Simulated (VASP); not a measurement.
Band structure of BN (hex). Computed with PBE GGA, VASP's PBE PAW potentials (set 64) (plane waves; VASP).

Without a dispersion term in the relaxation, distances and binding between the weakly bound layers, chains or molecules are unreliable, and so is what depends on them.

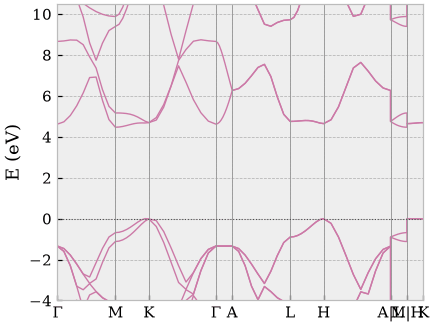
Fig. 1. Bands along high-symmetry lines, zero at the valence-band maximum or, without a gap, the Fermi level

**Question.** Read the plot: is there a gap, and where are the band edges?

**Answer.** The gap is indirect, 4.46 eV, from the valence maximum at M-K at 0.89 to the conduction minimum at M. (Edges off the drawn lines would not show.)

The compound is BN in the hex structure. It was relaxed first, which changed the volume by +16 %.
